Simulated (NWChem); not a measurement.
# Single-point calculation, with input and output: BBrCl₂ (charge +1) (part 3 of 4)

Continued. System: BBrCl₂, charge +1, multiplicity 2. Method: MP3/cc-pVDZ, UHF (NWChem 7.3.0). The geometry is that of the parent species in another charge or spin state. The geometry comes from this level: PBE0-D4/def2-TZVP.

Geometry of the input (Å):
```
Cl 0.5821  0.6660  1.5108
B  0.0372  -0.0381  0.0221
Cl 0.4443  -1.6792  -0.3656
Br -1.0081  0.9911  -1.1876
```

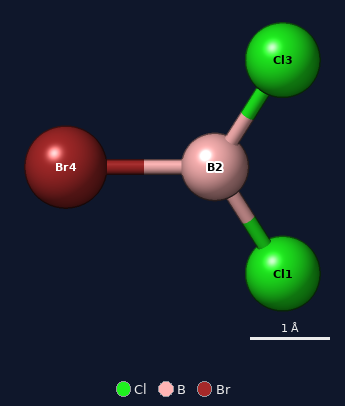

The input geometry (ball-and-stick view, seen at a tilt; atoms are numbered from 1 in the order of the input).

The program's output, continued:
```
 Vector   32  Occ=1.000000D+00  E=-7.682997D-01
              MO Center= -4.9D-01,  4.8D-01, -5.9D-01, r^2= 3.1D+00
   Bfn.  Coefficient  Atom+Function         Bfn.  Coefficient  Atom+Function
  ----- ------------  ---------------      ----- ------------  ---------------
    62      0.388997  4 Br px                65      0.307939  4 Br px
    64     -0.211559  4 Br pz                 8      0.173568  1 Cl px
    40      0.173522  3 Cl px                67     -0.167474  4 Br pz
    22      0.163400  2 B  px

 Vector   33  Occ=1.000000D+00  E=-7.019857D-01
              MO Center= -2.2D-02,  2.1D-02, -4.6D-02, r^2= 4.2D+00
   Bfn.  Coefficient  Atom+Function         Bfn.  Coefficient  Atom+Function
  ----- ------------  ---------------      ----- ------------  ---------------
    62     -0.297431  4 Br px                 8      0.284068  1 Cl px
    40      0.283905  3 Cl px                65     -0.261009  4 Br px
    11      0.200702  1 Cl px                43      0.200585  3 Cl px
    64      0.161785  4 Br pz                10     -0.154511  1 Cl pz
    42     -0.154363  3 Cl pz

 Vector   34  Occ=1.000000D+00  E=-6.788884D-01
              MO Center=  3.3D-01, -3.3D-01,  3.6D-01, r^2= 3.8D+00
   Bfn.  Coefficient  Atom+Function         Bfn.  Coefficient  Atom+Function
  ----- ------------  ---------------      ----- ------------  ---------------
    42     -0.308168  3 Cl pz                 9      0.286743  1 Cl py
    45     -0.228431  3 Cl pz                40     -0.218141  3 Cl px
    12      0.213448  1 Cl py                 8     -0.209246  1 Cl px
    10     -0.186311  1 Cl pz                43     -0.159906  3 Cl px
    11     -0.152981  1 Cl px

 Vector   35  Occ=1.000000D+00  E=-6.670063D-01
              MO Center=  4.9D-01, -4.9D-01,  5.5D-01, r^2= 3.3D+00
   Bfn.  Coefficient  Atom+Function         Bfn.  Coefficient  Atom+Function
  ----- ------------  ---------------      ----- ------------  ---------------
     8      0.365173  1 Cl px                40     -0.365325  3 Cl px
    11      0.279126  1 Cl px                43     -0.279239  3 Cl px
    10     -0.198712  1 Cl pz                42      0.198872  3 Cl pz
    13     -0.151892  1 Cl pz                45      0.152009  3 Cl pz

 Vector   36  Occ=1.000000D+00  E=-6.587831D-01
              MO Center=  4.5D-01, -4.4D-01,  5.0D-01, r^2= 3.5D+00
   Bfn.  Coefficient  Atom+Function         Bfn.  Coefficient  Atom+Function
  ----- ------------  ---------------      ----- ------------  ---------------
     9      0.418337  1 Cl py                42      0.396088  3 Cl pz
    12      0.313247  1 Cl py                45      0.298106  3 Cl pz
    40      0.180981  3 Cl px                 8     -0.150880  1 Cl px

 Vector   37  Occ=0.000000D+00  E=-3.410986D-01
              MO Center= -8.9D-01,  8.7D-01, -1.0D+00, r^2= 2.2D+00
   Bfn.  Coefficient  Atom+Function         Bfn.  Coefficient  Atom+Function
  ----- ------------  ---------------      ----- ------------  ---------------
    66      0.452244  4 Br py                63      0.371303  4 Br py
    67      0.361795  4 Br pz                64      0.297043  4 Br pz

 Vector   38  Occ=0.000000D+00  E=-1.372644D-01
              MO Center=  1.3D-02, -1.5D-02, -5.5D-03, r^2= 3.0D+00
   Bfn.  Coefficient  Atom+Function         Bfn.  Coefficient  Atom+Function
  ----- ------------  ---------------      ----- ------------  ---------------
    25      0.597302  2 B  px                22      0.471312  2 B  px
    27     -0.324819  2 B  pz                11     -0.289049  1 Cl px
    43     -0.289004  3 Cl px                24     -0.256332  2 B  pz
    65     -0.252698  4 Br px                26      0.224792  2 B  py
    23      0.177398  2 B  py                 8     -0.162508  1 Cl px

 Vector   39  Occ=0.000000D+00  E=-4.308534D-02
              MO Center= -4.5D-01,  4.4D-01, -5.4D-01, r^2= 3.8D+00
   Bfn.  Coefficient  Atom+Function         Bfn.  Coefficient  Atom+Function
  ----- ------------  ---------------      ----- ------------  ---------------
    21      1.738560  2 B  s                 55     -0.896399  4 Br s
    67     -0.598405  4 Br pz                65     -0.517183  4 Br px
    66      0.509117  4 Br py                 4     -0.393042  1 Cl s
    36     -0.393001  3 Cl s                 44     -0.383882  3 Cl py
    13      0.373031  1 Cl pz                20      0.340687  2 B  s

 Vector   40  Occ=0.000000D+00  E= 6.830422D-02
              MO Center= -7.7D-02,  7.3D-02, -1.1D-01, r^2= 5.1D+00
   Bfn.  Coefficient  Atom+Function         Bfn.  Coefficient  Atom+Function
  ----- ------------  ---------------      ----- ------------  ---------------
    26      1.431033  2 B  py                27      1.142457  2 B  pz
     4     -1.069104  1 Cl s                 36      1.072120  3 Cl s
    44      0.552729  3 Cl py                13      0.543499  1 Cl pz
    66     -0.450819  4 Br py                67     -0.361426  4 Br pz
    23      0.321947  2 B  py                11      0.294983  1 Cl px

 Vector   41  Occ=0.000000D+00  E= 7.444801D-02
              MO Center=  3.1D-01, -3.1D-01,  3.4D-01, r^2= 4.3D+00
   Bfn.  Coefficient  Atom+Function         Bfn.  Coefficient  Atom+Function
  ----- ------------  ---------------      ----- ------------  ---------------
    21      1.320337  2 B  s                  4     -0.893495  1 Cl s
    36     -0.889297  3 Cl s                 27      0.854171  2 B  pz
    25      0.736670  2 B  px                26     -0.722166  2 B  py
    44     -0.574952  3 Cl py                12      0.558736  1 Cl py
    55      0.536121  4 Br s                 13      0.465091  1 Cl pz

 Vector   42  Occ=0.000000D+00  E= 1.426716D-01
              MO Center= -4.4D-01,  4.3D-01, -5.3D-01, r^2= 4.1D+00
   Bfn.  Coefficient  Atom+Function         Bfn.  Coefficient  Atom+Function
  ----- ------------  ---------------      ----- ------------  ---------------
    21      1.611735  2 B  s                 27     -1.300847  2 B  pz
    55     -1.272639  4 Br s                 25     -1.124077  2 B  px
    26      1.106626  2 B  py                20     -0.729706  2 B  s
    67     -0.421477  4 Br pz                65     -0.364208  4 Br px
    66      0.358626  4 Br py                19     -0.327476  2 B  s

 Vector   43  Occ=0.000000D+00  E= 1.787804D-01
              MO Center=  6.4D-02, -6.4D-02,  5.3D-02, r^2= 3.8D+00
   Bfn.  Coefficient  Atom+Function         Bfn.  Coefficient  Atom+Function
  ----- ------------  ---------------      ----- ------------  ---------------
    26      1.375608  2 B  py                27      1.100556  2 B  pz
     4     -0.808343  1 Cl s                 36      0.808481  3 Cl s
    23     -0.649296  2 B  py                24     -0.519576  2 B  pz
    66     -0.189321  4 Br py                30      0.160730  2 B  d  0
    50     -0.151877  3 Cl d  2              67     -0.151495  4 Br pz

 Vector   44  Occ=0.000000D+00  E= 2.017666D-01
              MO Center=  5.1D-01, -5.0D-01,  5.7D-01, r^2= 2.8D+00
   Bfn.  Coefficient  Atom+Function         Bfn.  Coefficient  Atom+Function
  ----- ------------  ---------------      ----- ------------  ---------------
    21      1.674885  2 B  s                 20     -1.181387  2 B  s
    27      0.755627  2 B  pz                25      0.653417  2 B  px
     4     -0.640983  1 Cl s                 26     -0.643432  2 B  py
    36     -0.641292  3 Cl s                 19     -0.492886  2 B  s
    55      0.454613  4 Br s                 24     -0.295740  2 B  pz

 Vector   45  Occ=0.000000D+00  E= 2.401810D-01
              MO Center=  1.5D-02, -1.7D-02, -3.0D-03, r^2= 3.5D+00
   Bfn.  Coefficient  Atom+Function         Bfn.  Coefficient  Atom+Function
  ----- ------------  ---------------      ----- ------------  ---------------
    25      1.099894  2 B  px                22     -0.809406  2 B  px
    27     -0.598370  2 B  pz                24      0.440295  2 B  pz
    26      0.414129  2 B  py                23     -0.304722  2 B  py
    62     -0.157776  4 Br px

 Vector   46  Occ=0.000000D+00  E= 3.515391D-01
              MO Center= -5.9D-01,  5.8D-01, -7.0D-01, r^2= 3.0D+00
   Bfn.  Coefficient  Atom+Function         Bfn.  Coefficient  Atom+Function
  ----- ------------  ---------------      ----- ------------  ---------------
    65      0.413570  4 Br px                77     -0.405507  4 Br d  2
    75      0.322555  4 Br d  0              32      0.312347  2 B  d  2
    74     -0.287348  4 Br d -1              62     -0.275768  4 Br px
    30     -0.248396  2 B  d  0              67     -0.225432  4 Br pz
    29      0.221101  2 B  d -1              76      0.181490  4 Br d  1

 Vector   47  Occ=0.000000D+00  E= 3.559042D-01
              MO Center= -8.0D-01,  7.8D-01, -9.4D-01, r^2= 4.8D+00
   Bfn.  Coefficient  Atom+Function         Bfn.  Coefficient  Atom+Function
  ----- ------------  ---------------      ----- ------------  ---------------
    67      0.890035  4 Br pz                65      0.769296  4 Br px
    66     -0.757180  4 Br py                21     -0.689340  2 B  s
    64     -0.524757  4 Br pz                62     -0.453593  4 Br px
    63      0.446408  4 Br py                55      0.389138  4 Br s
    29      0.347098  2 B  d -1              54      0.260876  4 Br s

 Vector   48  Occ=0.000000D+00  E= 3.714846D-01
              MO Center= -8.1D-02,  7.9D-02, -1.2D-01, r^2= 6.0D+00
   Bfn.  Coefficient  Atom+Function         Bfn.  Coefficient  Atom+Function
  ----- ------------  ---------------      ----- ------------  ---------------
    44      0.811942  3 Cl py                13      0.729380  1 Cl pz
     4     -0.655583  1 Cl s                 36      0.655318  3 Cl s
    26      0.559062  2 B  py                27      0.447352  2 B  pz
    12      0.387816  1 Cl py                30      0.356414  2 B  d  0
    75     -0.304392  4 Br d  0              63     -0.287303  4 Br py

 Vector   49  Occ=0.000000D+00  E= 4.237906D-01
              MO Center= -2.9D-01,  2.8D-01, -3.6D-01, r^2= 3.2D+00
   Bfn.  Coefficient  Atom+Function         Bfn.  Coefficient  Atom+Function
  ----- ------------  ---------------      ----- ------------  ---------------
    73      0.433970  4 Br d -2              28      0.387184  2 B  d -2
    76     -0.326133  4 Br d  1              75     -0.319998  4 Br d  0
    31     -0.290966  2 B  d  1              30     -0.285459  2 B  d  0
    11     -0.177110  1 Cl px                43      0.177057  3 Cl px
    16      0.160385  1 Cl d  0              46     -0.152650  3 Cl d -2

 Vector   50  Occ=0.000000D+00  E= 4.469994D-01
              MO Center=  2.7D-02, -2.8D-02,  9.5D-03, r^2= 5.8D+00
   Bfn.  Coefficient  Atom+Function         Bfn.  Coefficient  Atom+Function
  ----- ------------  ---------------      ----- ------------  ---------------
    21      1.167441  2 B  s                 44     -0.817390  3 Cl py
    13      0.747969  1 Cl pz                 4     -0.568325  1 Cl s
    36     -0.568255  3 Cl s                 29      0.370195  2 B  d -1
    55      0.368323  4 Br s                 74      0.365043  4 Br d -1
    41      0.336853  3 Cl py                32     -0.333416  2 B  d  2

 Vector   51  Occ=0.000000D+00  E= 4.682270D-01
              MO Center= -5.0D-01,  4.9D-01, -6.0D-01, r^2= 4.3D+00
   Bfn.  Coefficient  Atom+Function         Bfn.  Coefficient  Atom+Function
  ----- ------------  ---------------      ----- ------------  ---------------
    21      0.657489  2 B  s                 13      0.510376  1 Cl pz
    44     -0.503498  3 Cl py                77      0.476375  4 Br d  2
    74     -0.467642  4 Br d -1               4     -0.412498  1 Cl s
    36     -0.412525  3 Cl s                 76      0.353869  4 Br d  1
    10     -0.317937  1 Cl pz                11      0.304140  1 Cl px

 Vector   52  Occ=0.000000D+00  E= 4.854877D-01
              MO Center= -7.7D-01,  7.6D-01, -9.1D-01, r^2= 3.6D+00
   Bfn.  Coefficient  Atom+Function         Bfn.  Coefficient  Atom+Function
  ----- ------------  ---------------      ----- ------------  ---------------
    65      1.062737  4 Br px                62     -0.948092  4 Br px
    67     -0.578040  4 Br pz                64      0.515708  4 Br pz
    25     -0.436780  2 B  px                66      0.400046  4 Br py
    63     -0.356911  4 Br py                59     -0.254159  4 Br px
    27      0.237548  2 B  pz                26     -0.164399  2 B  py

 Vector   53  Occ=0.000000D+00  E= 4.989749D-01
              MO Center= -5.5D-01,  5.4D-01, -6.6D-01, r^2= 5.3D+00
   Bfn.  Coefficient  Atom+Function         Bfn.  Coefficient  Atom+Function
  ----- ------------  ---------------      ----- ------------  ---------------
    66     -0.921449  4 Br py                63      0.850954  4 Br py
    67     -0.737192  4 Br pz                64      0.680762  4 Br pz
    26      0.627597  2 B  py                27      0.502096  2 B  pz
    44      0.498041  3 Cl py                13      0.462128  1 Cl pz
     4     -0.355352  1 Cl s                 36      0.355335  3 Cl s

 Vector   54  Occ=0.000000D+00  E= 5.058286D-01
              MO Center= -2.2D-01,  2.1D-01, -2.7D-01, r^2= 4.5D+00
   Bfn.  Coefficient  Atom+Function         Bfn.  Coefficient  Atom+Function
  ----- ------------  ---------------      ----- ------------  ---------------
    73      0.473222  4 Br d -2              11      0.415071  1 Cl px
    43     -0.414964  3 Cl px                76     -0.355615  4 Br d  1
    75     -0.348820  4 Br d  0               8     -0.266991  1 Cl px
    40      0.266961  3 Cl px                28     -0.262660  2 B  d -2
    13     -0.225566  1 Cl pz                45      0.225774  3 Cl pz

 Vector   55  Occ=0.000000D+00  E= 5.431905D-01
              MO Center=  6.9D-02, -6.9D-02,  5.9D-02, r^2= 5.7D+00
   Bfn.  Coefficient  Atom+Function         Bfn.  Coefficient  Atom+Function
  ----- ------------  ---------------      ----- ------------  ---------------
    55      1.832359  4 Br s                 21     -1.520049  2 B  s
    54     -1.026646  4 Br s                 53     -0.780655  4 Br s
    12     -0.654496  1 Cl py                 9      0.598733  1 Cl py
    45      0.556694  3 Cl pz                42     -0.530130  3 Cl pz
    44      0.476646  3 Cl py                13     -0.347807  1 Cl pz

 center of mass
 --------------
 x =  -0.51996580 y =   0.50931209 z =  -0.64163294

 moments of inertia (a.u.)
 ------------------
        1284.186681481440         287.347450868463        -377.570909483924
         287.347450868463         951.579223924260          81.060740657513
        -377.570909483924          81.060740657513         959.718383755248

  Mulliken analysis of the total density
  --------------------------------------

    Atom       Charge   Shell Charges
 -----------   ------   -------------------------------------------------------
    1 Cl  17    16.95   2.00  2.01  0.95  0.94  6.00  3.03  1.98  0.03
    2 B    5     4.71   2.00  0.66  0.14  1.43  0.19  0.29
    3 Cl  17    16.95   2.00  2.01  0.95  0.94  6.00  3.03  1.98  0.03
    4 Br  35    34.39   2.00  2.00  2.01  1.10  0.83  6.00  6.00  2.57  1.83  9.97  0.07

  Mulliken analysis of the alpha density
  --------------------------------------

    Atom       Charge   Shell Charges
 -----------   ------   -------------------------------------------------------
    1 Cl  17     8.49   1.00  1.01  0.48  0.47  3.00  1.53  0.99  0.02
    2 B    5     2.32   1.00  0.32  0.07  0.70  0.08  0.14
    3 Cl  17     8.49   1.00  1.01  0.48  0.47  3.00  1.53  0.99  0.02
    4 Br  35    17.70   1.00  1.00  1.01  0.56  0.42  3.00  3.00  1.59  1.10  4.98  0.04

   Mulliken analysis of the beta density
   -------------------------------------

    Atom       Charge   Shell Charges
 -----------   ------   -------------------------------------------------------
    1 Cl  17     8.46   1.00  1.01  0.47  0.47  3.00  1.50  0.99  0.02
    2 B    5     2.39   1.00  0.33  0.07  0.73  0.11  0.14
    3 Cl  17     8.46   1.00  1.01  0.47  0.47  3.00  1.50  0.99  0.02
    4 Br  35    16.69   1.00  1.00  1.01  0.55  0.41  3.00  3.00  0.99  0.72  4.99  0.03

   Mulliken analysis of the spin density
   -------------------------------------

    Atom       Charge   Shell Charges
 -----------   ------   -------------------------------------------------------
    1 Cl  17     0.04  -0.00  0.00  0.00 -0.00 -0.00  0.03  0.00 -0.00
    2 B    5    -0.08  -0.00 -0.01 -0.01 -0.03 -0.03  0.00
    3 Cl  17     0.04  -0.00  0.00  0.00 -0.00 -0.00  0.03  0.00 -0.00
    4 Br  35     1.00   0.00 -0.00 -0.00  0.01  0.01  0.00 -0.00  0.60  0.38 -0.00  0.00

       Multipole analysis of the density wrt the origin
       ------------------------------------------------

     L   x y z        total         alpha         beta         nuclear
     -   - - -        -----         -----         ----         -------
     0   0 0 0      1.000000    -37.000000    -36.000000     74.000000

     1   1 0 0     -1.103939     16.997038     15.250230    -33.351207
     1   0 1 0      1.084281    -16.637591    -14.920499     32.642371
     1   0 0 1     -1.317047     21.146876     19.085671    -41.549594
```
